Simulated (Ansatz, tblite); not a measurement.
# The cluster Cu₃H₂+: a ladder of methods and basis sets

Aim: run the singlet of the cluster Cu₃H₂+ at one geometry on many levels, and compare frontier levels, spin and run time.

Program: Ansatz 0.2.0, Gaussian basis. Level of theory: as each input shows. These are calculated values, not measurements.

Plan: GFN1-xTB, GFN2-xTB, PBE-D4/def2-TZVP, r2SCAN-D4/def2-TZVP, r2SCAN0-D4/def2-TZVP, BLYP-D4/def2-TZVP, B3LYP-D4/def2-TZVP, BHLYP-D4/def2-TZVP, B2PLYP/def2-TZVP, PBE-D4/def2-SVP, PBE0-D4/def2-SVP, HF/STO-3G, CCSD(T)/def2-TZVP, RPA/def2-TZVP.

1 further run of the same task is left out (set aside as unsound or not needed).

## (1) The structure

The singlet was relaxed beforehand with B3LYP-D4/def2-TZVP. At that level it is the lowest of the isomers that a small search found.

5 atoms, charge 1, spin multiplicity 1.

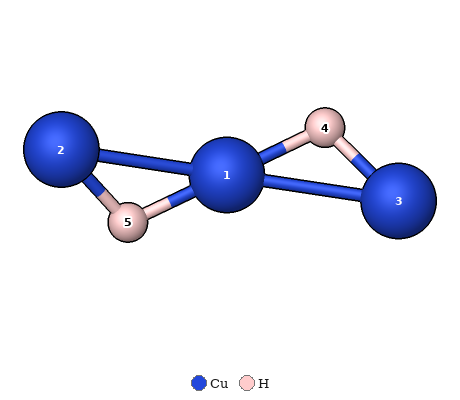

The geometry (copper blue, hydrogen pink); atoms are numbered from 1 in the order of the file.

No spin-orbit coupling is included. The ion is computed in the gas phase, without counter-ions or solvent.

PBE0-D4/def2-TZVP was run before; its log isn't repeated, and its numbers join the tables.

## (2) GFN1-xTB

Tight binding, by tblite at 300 K electronic temperature and without a spin-polarisation term:

```python
tblite.interface.Calculator('GFN1-xTB', numbers, positions, charge=1, uhf=0).singlepoint()
```

Energy -384.0112 eV, HOMO -16.00 eV, LUMO -13.90 eV; 0.003 s.

## (3) GFN2-xTB

Tight binding, by tblite at 300 K electronic temperature and without a spin-polarisation term:

```python
tblite.interface.Calculator('GFN2-xTB', numbers, positions, charge=1, uhf=0).singlepoint()
```

Energy -336.0367 eV, HOMO -14.37 eV, LUMO -8.82 eV; 0.002 s.

## (4) PBE-D4/def2-TZVP

start.molden holds the orbitals of an earlier run on this state, given as this run's starting guess.

File in.yaml:

```yaml
crystal:
  periodic: [false, false, false]
  atoms:
    - {symbol: Cu, position_ang: [-0.110817, 0.066383, -0.018198]}
    - {symbol: Cu, position_ang: [0.875819, 1.464544, 1.868505]}
    - {symbol: Cu, position_ang: [-0.425218, -1.730964, -1.795543]}
    - {symbol: H, position_ang: [-0.105419, -0.216429, -1.605479]}
    - {symbol: H, position_ang: [-0.234365, 0.416466, 1.550715]}
basis:
  gaussian: {orbitals: def2-TZVP, initial_orbitals: start.molden}
total_charge: 1
hamiltonian: {xc: pbe, dispersion: d4}
scf: {omitted_lower_state_checks: [starts]}
output: {orbitals: {seedname: orbitals}}
```

Run with:

```sh
> ansatz run in.yaml --threads 4 --pin off --events-out ev --progress --plain --max-ram 3916MiB
```

The log of the run:

```text
Functional definition: PBE
  name "PBE"
  cite "Perdew, Burke & Ernzerhof, Phys. Rev. Lett. 77, 3865 (1996) doi:10.1103/PhysRevLett.77.3865"
  parent pbe
  parameter kappa = 0.804
  parameter beta = 0.06672455060314922
  exchange = pbe_x(kappa = kappa, mu = beta*pi^2/3)
  correlation = pbe_c(beta = beta)
these checks for a lower state are left out or cut short: starts
1447 factors; their error is unknown
mean field evaluation 1: about -133929.4040 eV, gradient 1.3e1 eV
mean field evaluation 2: about -133929.6918 eV, gradient 6.5e-1 eV
mean field evaluation 4: about -133929.6103 eV, gradient 5.7e-2 eV
mean field -133929.61026297 eV, -4921.8223964138 hartree, gradient 2.0e-5 eV, S^2 0.000000; 0 other end points of the search recorded, 0 dependent functions left out
reference -133929.61031518 eV, -4921.8223983326 hartree; 44, 44 occupied and 103, 103 virtual orbitals, 1447 factors
Total energy: -133929.71074943 eV, -4921.8260892229 hartree
Checks for a lower state left out: starts
```

It took 1.6 s on 4 threads of Arm Neoverse V2, shared host.

Report: HOMO -10.69 eV, LUMO -7.86 eV.

## (5) r2SCAN-D4/def2-TZVP

in.yaml: that of step 4 with these lines changed.

```diff
@@ -11,4 +11,4 @@
 total_charge: 1
-hamiltonian: {xc: pbe, dispersion: d4}
+hamiltonian: {xc: r2scan, dispersion: d4}
 scf: {omitted_lower_state_checks: [starts]}
-output: {orbitals: {seedname: orbitals}}
+output: {forces: true, orbitals: {seedname: orbitals}}
```

The command is unchanged.

The log of the run, cut to the lines that bear on the results:

```text
Functional definition: r2SCAN
  name "r2SCAN"
  cite "Furness, Kaplan, Ning, Perdew & Sun, J. Phys. Chem. Lett. 11, 8208 (2020) doi:10.1021/acs.jpclett.0c02405"
  cite "Furness, Kaplan, Ning, Perdew & Sun, J. Phys. Chem. Lett. 11, 9248 (2020) doi:10.1021/acs.jpclett.0c03077"
  parent r2scan
[...]
1447 factors; their error is unknown
[...]
mean field -133948.26792746 eV, -4922.5080529370 hartree, gradient 3.3e-5 eV, S^2 0.000000; 0 other end points of the search recorded, 0 dependent functions left out
[...]
reference -133948.26794514 eV, -4922.5080535871 hartree; 44, 44 occupied and 103, 103 virtual orbitals, 1447 factors
Total energy: -133948.28962726 eV, -4922.5088503901 hartree
Atom 0 at    -0.110817     0.066383    -0.018198 Å, force     0.117867    -0.071072     0.018896 eV/Å
Atom 1 at     0.875819     1.464544     1.868505 Å, force    -0.228357    -0.281141    -0.286708 eV/Å
Atom 2 at    -0.425218    -1.730964    -1.795543 Å, force     0.071153     0.375040     0.261257 eV/Å
Atom 3 at    -0.105419    -0.216429    -1.605479 Å, force    -0.042266    -0.109891     0.028192 eV/Å
Atom 4 at    -0.234365     0.416466     1.550715 Å, force     0.081603     0.087063    -0.021638 eV/Å
Dipole moment:     0.192594    -0.113737     0.031197 e Å
Checks for a lower state left out: starts
```

Wall time 4 s (4 threads of Arm Neoverse V2, shared host).

Report: HOMO -10.69 eV, LUMO -7.49 eV.

## (6) r2SCAN0-D4/def2-TZVP

in.yaml: that of step 5 with these lines changed.

```diff
@@ -11,4 +11,4 @@
 total_charge: 1
-hamiltonian: {xc: r2scan, dispersion: d4}
+hamiltonian: {xc: {name: r2SCAN0}, dispersion: d4}
 scf: {omitted_lower_state_checks: [starts]}
-output: {forces: true, orbitals: {seedname: orbitals}}
+output: {orbitals: {seedname: orbitals}}
```

Launched as before.

The log of the run, cut to the lines that bear on the results:

```text
Functional definition: r2SCAN0
  name "r2SCAN0"
  cite "Bursch, Neugebauer, Ehlert & Grimme, J. Chem. Phys. 156, 134105 (2022) doi:10.1063/5.0086040"
  cite "Furness, Kaplan, Ning, Perdew & Sun, J. Phys. Chem. Lett. 11, 8208 (2020) doi:10.1021/acs.jpclett.0c02405"
  cite "Furness, Kaplan, Ning, Perdew & Sun, J. Phys. Chem. Lett. 11, 9248 (2020) doi:10.1021/acs.jpclett.0c03077"
  parent r2scan
[...]
1515 factors; integrals over basis functions are off by at most 8.1e-4 eV
[...]
mean field -133943.99306328 eV, -4922.3509545760 hartree, gradient 1.1e-5 eV, S^2 0.000000; 0 other end points of the search recorded, 0 dependent functions left out
reference -133943.99307748 eV, -4922.3509550980 hartree; 44, 44 occupied and 103, 103 virtual orbitals, 1515 factors
Total energy: -133944.02073891 eV, -4922.3519716367 hartree
Checks for a lower state left out: starts
```

Run time: 4.7 s. Hardware: 4 threads of Arm Neoverse V2, shared host.

HOMO -12.08 eV, LUMO -6.49 eV.

## (7) BLYP-D4/def2-TZVP

in.yaml: that of step 6 with these lines changed.

```diff
@@ -11,3 +11,3 @@
 total_charge: 1
-hamiltonian: {xc: {name: r2SCAN0}, dispersion: d4}
+hamiltonian: {xc: {name: BLYP}, dispersion: d4}
 scf: {omitted_lower_state_checks: [starts]}
```

Same command.

The log of the run:

```text
Functional definition: BLYP
  name "BLYP"
  cite "Becke, Phys. Rev. A 38, 3098 (1988) doi:10.1103/PhysRevA.38.3098"
  cite "Lee, Yang & Parr, Phys. Rev. B 37, 785 (1988) doi:10.1103/PhysRevB.37.785"
  parameter beta = 0.0042
  parameter a = 0.04918
  parameter b = 0.132
  parameter c = 0.2533
  parameter d = 0.349
  exchange = b88_x(beta = beta)
  correlation = lyp_c(a = a, b = b, c = c, d = d)
these checks for a lower state are left out or cut short: starts
1447 factors; their error is unknown
mean field evaluation 1: about -133957.2209 eV, gradient 1.4e1 eV
mean field evaluation 2: about -133957.5977 eV, gradient 7.5e-1 eV
mean field evaluation 4: about -133957.5165 eV, gradient 5.7e-2 eV
mean field -133957.51651132 eV, -4922.8479321253 hartree, gradient 2.3e-5 eV, S^2 0.000000; 0 other end points of the search recorded, 0 dependent functions left out
reference -133957.51685754 eV, -4922.8479448486 hartree; 44, 44 occupied and 103, 103 virtual orbitals, 1447 factors
Total energy: -133957.72844298 eV, -4922.8557204700 hartree
Checks for a lower state left out: starts
```

Wall time 1.8 s (4 threads of Arm Neoverse V2, shared host).

HOMO -10.66 eV, LUMO -7.94 eV.

## (8) B3LYP-D4/def2-TZVP

in.yaml: that of step 7 with these lines changed.

```diff
@@ -11,3 +11,3 @@
 total_charge: 1
-hamiltonian: {xc: {name: BLYP}, dispersion: d4}
+hamiltonian: {xc: {name: B3LYP}, dispersion: d4}
 scf: {omitted_lower_state_checks: [starts]}
```

Same command.

The log of the run, cut to the lines that bear on the results:

```text
Functional definition: B3LYP
  name "B3LYP"
  cite "Stephens, Devlin, Chabalowski & Frisch, J. Phys. Chem. 98, 11623 (1994) doi:10.1021/j100096a001"
  cite "Becke, Phys. Rev. A 38, 3098 (1988) doi:10.1103/PhysRevA.38.3098"
  cite "Lee, Yang & Parr, Phys. Rev. B 37, 785 (1988) doi:10.1103/PhysRevB.37.785"
  cite "Vosko, Wilk & Nusair, Can. J. Phys. 58, 1200 (1980) doi:10.1139/p80-159"
[...]
1515 factors; integrals over basis functions are off by at most 8.1e-4 eV
[...]
mean field -133953.63307885 eV, -4922.7052186140 hartree, gradient 1.6e-5 eV, S^2 0.000000; 0 other end points of the search recorded, 0 dependent functions left out
reference -133953.63334211 eV, -4922.7052282889 hartree; 44, 44 occupied and 103, 103 virtual orbitals, 1515 factors
Total energy: -133953.79955847 eV, -4922.7113366274 hartree
Checks for a lower state left out: starts
```

It took 2.6 s on 4 threads of Arm Neoverse V2, shared host.

From the report: HOMO -11.97 eV, LUMO -7.19 eV.

## (9) BHLYP-D4/def2-TZVP

in.yaml: that of step 8 with these lines changed.

```diff
@@ -11,3 +11,3 @@
 total_charge: 1
-hamiltonian: {xc: {name: B3LYP}, dispersion: d4}
+hamiltonian: {xc: {name: BHLYP}, dispersion: d4}
 scf: {omitted_lower_state_checks: [starts]}
```

Same command.

The log of the run:

```text
Functional definition: BHLYP
  name "BHLYP"
  cite "Becke, J. Chem. Phys. 98, 1372 (1993) doi:10.1063/1.464304"
  cite "Becke, Phys. Rev. A 38, 3098 (1988) doi:10.1103/PhysRevA.38.3098"
  cite "Lee, Yang & Parr, Phys. Rev. B 37, 785 (1988) doi:10.1103/PhysRevB.37.785"
  parameter a = 0.5
  exchange = (1 - a)*b88_x + a*exact_x
  correlation = lyp_c
these checks for a lower state are left out or cut short: starts
1515 factors; integrals over basis functions are off by at most 8.1e-4 eV
mean field evaluation 1: about -133944.0301 eV, gradient 1.2e1 eV
mean field evaluation 2: about -133944.2356 eV, gradient 4.7e-1 eV
mean field evaluation 4: about -133944.4746 eV, gradient 1.1e-2 eV
mean field -133944.47457874 eV, -4922.3686499429 hartree, gradient 8.3e-5 eV, S^2 0.000000; 0 other end points of the search recorded, 0 dependent functions left out
reference -133944.47475611 eV, -4922.3686564611 hartree; 44, 44 occupied and 103, 103 virtual orbitals, 1515 factors
Total energy: -133944.63759326 eV, -4922.3746406162 hartree
Checks for a lower state left out: starts
```

Wall time 2.8 s (4 threads of Arm Neoverse V2, shared host).

Report: HOMO -13.35 eV, LUMO -5.84 eV.

## (10) B2PLYP/def2-TZVP

in.yaml: that of step 9 with these lines changed.

```diff
@@ -11,4 +11,4 @@
 total_charge: 1
-hamiltonian: {xc: {name: BHLYP}, dispersion: d4}
+hamiltonian: {xc: {name: B2PLYP}}
+correlation: {frozen_orbitals: {Cu: 9, H: 0}}
 scf: {omitted_lower_state_checks: [starts]}
-output: {orbitals: {seedname: orbitals}}
```

Same command.

The log of the run, cut to the lines that bear on the results:

```text
Functional definition: B2PLYP
  name "B2PLYP"
  cite "Grimme, J. Chem. Phys. 124, 034108 (2006) doi:10.1063/1.2148954"
  cite "Becke, Phys. Rev. A 38, 3098 (1988) doi:10.1103/PhysRevA.38.3098"
  cite "Lee, Yang & Parr, Phys. Rev. B 37, 785 (1988) doi:10.1103/PhysRevB.37.785"
[...]
1515 factors; integrals over basis functions are off by at most 8.1e-4 eV
[...]
mean field -133913.02544066 eV, -4921.2129154356 hartree, gradient 1.5e-6 eV, S^2 0.000000; 0 other end points of the search recorded, 0 dependent functions left out
27 core orbitals not correlated: weight in the atoms' cores, before any rotation towards them, 1.000 or more for the frozen orbitals, at most 0.000 for the correlated occupied ones
reference -133913.02560607 eV, -4921.2129215141 hartree; 17, 17 occupied and 103, 103 virtual orbitals, 1515 factors
second order -43.80197142 eV of doubles, -0.00000000 eV of singles
Total energy: -133924.85213835 eV, -4921.6475385592 hartree
Checks for a lower state left out: starts
```

Run time: 4.1 s. Hardware: 4 threads of Arm Neoverse V2, shared host.

## (11) PBE-D4/def2-SVP

in.yaml: that of step 10 with these lines changed.

```diff
@@ -9,6 +9,6 @@
 basis:
-  gaussian: {orbitals: def2-TZVP, initial_orbitals: start.molden}
+  gaussian: {orbitals: def2-SVP, initial_orbitals: start.molden}
 total_charge: 1
-hamiltonian: {xc: {name: B2PLYP}}
-correlation: {frozen_orbitals: {Cu: 9, H: 0}}
+hamiltonian: {xc: pbe, dispersion: d4}
 scf: {omitted_lower_state_checks: [starts]}
+output: {orbitals: {seedname: orbitals}}
```

The command is unchanged.

The log of the run:

```text
Functional definition: PBE
  name "PBE"
  cite "Perdew, Burke & Ernzerhof, Phys. Rev. Lett. 77, 3865 (1996) doi:10.1103/PhysRevLett.77.3865"
  parent pbe
  parameter kappa = 0.804
  parameter beta = 0.06672455060314922
  exchange = pbe_x(kappa = kappa, mu = beta*pi^2/3)
  correlation = pbe_c(beta = beta)
these checks for a lower state are left out or cut short: starts
1268 factors; their error is unknown
mean field evaluation 1: about -133908.7780 eV, gradient 1.1e1 eV
mean field evaluation 2: about -133909.1053 eV, gradient 7.3e-1 eV
mean field evaluation 4: about -133909.0509 eV, gradient 2.6e-1 eV
mean field evaluation 8: about -133909.0510 eV, gradient 1.5e-5 eV
mean field -133909.05099752 eV, -4921.0668573440 hartree, gradient 1.5e-5 eV, S^2 0.000000; 0 other end points of the search recorded, 0 dependent functions left out
reference -133909.05109468 eV, -4921.0668609147 hartree; 44, 44 occupied and 59, 59 virtual orbitals, 1268 factors
Total energy: -133909.15152892 eV, -4921.0705518050 hartree
Checks for a lower state left out: starts
```

Wall time 1.2 s (4 threads of Arm Neoverse V2, shared host).

From the report: HOMO -10.07 eV, LUMO -7.43 eV.

## (12) PBE0-D4/def2-SVP

in.yaml: that of step 11 with these lines changed.

```diff
@@ -11,3 +11,3 @@
 total_charge: 1
-hamiltonian: {xc: pbe, dispersion: d4}
+hamiltonian: {xc: pbe0, dispersion: d4}
 scf: {omitted_lower_state_checks: [starts]}
```

Same command.

The log of the run:

```text
Functional definition: PBE0
  name "PBE0"
  cite "Adamo & Barone, J. Chem. Phys. 110, 6158 (1999) doi:10.1063/1.478522"
  cite "Perdew, Burke & Ernzerhof, Phys. Rev. Lett. 77, 3865 (1996) doi:10.1103/PhysRevLett.77.3865"
  parent pbe
  parameter a = 0.25
  parameter kappa = 0.804
  parameter beta = 0.06672455060314922
  exchange = (1 - a)*pbe_x(kappa = kappa, mu = beta*pi^2/3) + a*exact_x
  correlation = pbe_c(beta = beta)
these checks for a lower state are left out or cut short: starts
1148 factors; integrals over basis functions are off by at most 9.4e-4 eV
mean field evaluation 1: about -133909.1613 eV, gradient 1.6e1 eV
mean field evaluation 2: about -133909.5351 eV, gradient 4.9e-1 eV
mean field evaluation 4: about -133909.6437 eV, gradient 3.0e-3 eV
mean field -133909.64372807 eV, -4921.0886397902 hartree, gradient 1.9e-5 eV, S^2 0.000000; 0 other end points of the search recorded, 0 dependent functions left out
reference -133909.64379809 eV, -4921.0886423631 hartree; 44, 44 occupied and 59, 59 virtual orbitals, 1148 factors
Total energy: -133909.72988258 eV, -4921.0918059097 hartree
Checks for a lower state left out: starts
```

Wall time 1.6 s (4 threads of Arm Neoverse V2, shared host).

HOMO -11.62 eV, LUMO -6.36 eV.

## (13) HF/STO-3G

in.yaml: that of step 12 with these lines changed.

```diff
@@ -9,5 +9,5 @@
 basis:
-  gaussian: {orbitals: def2-SVP, initial_orbitals: start.molden}
+  gaussian: {orbitals: STO-3G}
 total_charge: 1
-hamiltonian: {xc: pbe0, dispersion: d4}
+hamiltonian: {xc: hf}
 scf: {omitted_lower_state_checks: [starts]}
```

Launched as before.

The log of the run:

```text
Functional definition: HF
  name "HF"
  cite "Fock, Z. Phys. 61, 126 (1930) doi:10.1007/BF01340294"
  parent pbe
  exchange = exact_x
  correlation = 0
these checks for a lower state are left out or cut short: starts
485 factors; integrals over basis functions are off by at most 2.2e-3 eV
mean field evaluation 1: about -131863.5962 eV, gradient 3.1e2 eV
mean field evaluation 2: about -131867.5792 eV, gradient 3.1e2 eV
mean field evaluation 4: about -132037.8156 eV, gradient 1.4e2 eV
mean field evaluation 8: about -132037.8150 eV, gradient 1.4e2 eV
mean field evaluation 16: about -132294.6171 eV, gradient 6.8e-1 eV
mean field evaluation 32: about -132295.8803 eV, gradient 2.5e-2 eV
mean field -132295.88070528 eV, -4861.7839425504 hartree, gradient 8.6e-6 eV, S^2 0.000000; 0 other end points of the search recorded, 0 dependent functions left out
reference -132295.88070528 eV, -4861.7839425504 hartree; 44, 44 occupied and 12, 12 virtual orbitals, 485 factors
Total energy: -132295.88070528 eV, -4861.7839425504 hartree
Checks for a lower state left out: starts
```

Wall time 1.5 s (4 threads of Arm Neoverse V2, shared host).

HOMO -10.81 eV, LUMO -5.46 eV.

## (14) CCSD(T)/def2-TZVP

in.yaml: that of step 13 with these lines changed.

```diff
@@ -9,5 +9,5 @@
 basis:
-  gaussian: {orbitals: STO-3G}
+  gaussian: {orbitals: def2-TZVP, initial_orbitals: start.molden}
 total_charge: 1
-hamiltonian: {xc: hf}
+correlation: {method: ccsd_t, frozen_orbitals: {Cu: 9, H: 0}}
 scf: {omitted_lower_state_checks: [starts]}
```

The command is unchanged.

The log of the run, cut to the lines that bear on the results:

```text
Functional definition: HF
  name "HF"
  cite "Fock, Z. Phys. 61, 126 (1930) doi:10.1007/BF01340294"
  parent pbe
[...]
1515 factors; integrals over basis functions are off by at most 8.1e-4 eV
[...]
mean field -133819.33872705 eV, -4917.7699922136 hartree, gradient 3.6e-6 eV, S^2 0.000000; 0 other end points of the search recorded, 0 dependent functions left out
27 core orbitals not correlated: weight in the atoms' cores, before any rotation towards them, 1.000 or more for the frozen orbitals, at most 0.000 for the correlated occupied ones
reference -133819.33872705 eV, -4917.7699922136 hartree; 17, 17 occupied and 103, 103 virtual orbitals, 1515 factors
second order -35.41185081 eV of doubles, -0.00000000 eV of singles
cycle   1  -28.35424490 eV  change     7.1e0 eV  update   3.0e-1
[...]
cycle  16  -30.89957713 eV  change    2.3e-5 eV  update   1.1e-5
perturbative correction -1.13009763 eV, -0.0415303221 hartree
Total energy: -133851.36840182 eV, -4918.9470610509 hartree
Checks for a lower state left out: starts
```

It took 20 s on 4 threads of Arm Neoverse V2, shared host; peak memory 0.93 GiB.

Hartree-Fock HOMO -15.10 eV, LUMO -3.47 eV; T1 0.029.

## (15) RPA/def2-TZVP

in.yaml: that of step 14 with these lines changed.

```diff
@@ -11,4 +11,4 @@
 total_charge: 1
-correlation: {method: ccsd_t, frozen_orbitals: {Cu: 9, H: 0}}
+hamiltonian: {xc: pbe}
+correlation: {method: rpa, frozen_orbitals: {Cu: 9, H: 0}}
 scf: {omitted_lower_state_checks: [starts]}
-output: {orbitals: {seedname: orbitals}}
```

Same command.

The log of the run, cut to the lines that bear on the results:

```text
Functional definition: PBE
  name "PBE"
  cite "Perdew, Burke & Ernzerhof, Phys. Rev. Lett. 77, 3865 (1996) doi:10.1103/PhysRevLett.77.3865"
  parent pbe
[...]
1515 factors; integrals over basis functions are off by at most 8.1e-4 eV
[...]
mean field -133929.61024157 eV, -4921.8223956273 hartree, gradient 1.9e-6 eV, S^2 0.000000; 0 other end points of the search recorded, 0 dependent functions left out
27 core orbitals not correlated: weight in the atoms' cores, before any rotation towards them, 1.000 or more for the frozen orbitals, at most 0.000 for the correlated occupied ones
reference -133815.79276699 eV, -4917.6396805850 hartree; 17, 17 occupied and 103, 103 virtual orbitals, 1515 factors
Total energy: -133859.32217524 eV, -4919.2393568326 hartree
Checks for a lower state left out: starts
```

Wall time 3.2 s (4 threads of Arm Neoverse V2, shared host).

## (16) Comparison

| level | functions | HOMO (eV) | LUMO (eV) | gap (eV) | time |
| --- | --- | --- | --- | --- | --- |
| HF/STO-3G | 56 | -10.81 | -5.46 | 5.35 | 1.5 s |
| PBE-D4/def2-SVP | 103 | -10.07 | -7.43 | 2.64 | 1.2 s |
| PBE-D4/def2-TZVP | 147 | -10.69 | -7.86 | 2.82 | 1.6 s |
| BLYP-D4/def2-TZVP | 147 | -10.66 | -7.94 | 2.72 | 1.8 s |
| r2SCAN-D4/def2-TZVP | 147 | -10.69 | -7.49 | 3.20 | 4 s |
| B3LYP-D4/def2-TZVP | 147 | -11.97 | -7.19 | 4.78 | 2.6 s |
| PBE0-D4/def2-SVP | 103 | -11.62 | -6.36 | 5.26 | 1.6 s |
| PBE0-D4/def2-TZVP | 147 | -12.06 | -6.72 | 5.34 | 2.7 s |
| r2SCAN0-D4/def2-TZVP | 147 | -12.08 | -6.49 | 5.59 | 4.7 s |
| BHLYP-D4/def2-TZVP | 147 | -13.35 | -5.84 | 7.51 | 2.8 s |

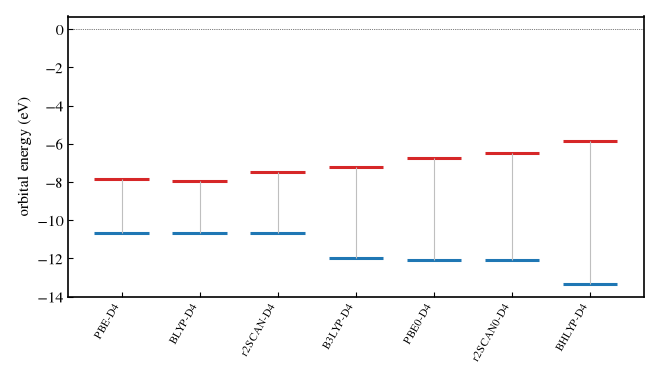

Highest filled (blue) and lowest empty (red) level in def2-TZVP.

Energy pieces by basis (eV):

| basis | HF | MP2 correlation | CCSD correlation | (T) | total |
| --- | --- | --- | --- | --- | --- |
| def2-TZVP | -133819.3387 | -35.4119 | -30.8996 | -1.1301 | -133851.3684 |

## (17) What came out

| quantity | value |
| --- | --- |
| gap in def2-TZVP, named functionals, smallest and largest | 2.72 eV (BLYP-D4), 7.51 eV (BHLYP-D4) |
| correlation energy, CCSD(T)/def2-TZVP | -32.03 eV |
| PBE0 total energy, smallest basis above largest | 19.79 eV (def2-SVP, def2-TZVP) |

**Reading.** Orbital gaps of the named functionals in def2-TZVP span 2.72 eV (BLYP-D4) to 7.51 eV (BHLYP-D4); exact exchange widens it.

The slowest run with a step of its own, CCSD(T)/def2-TZVP, took 20 s; the quickest functional in def2-TZVP took 1.6 s (shared host).
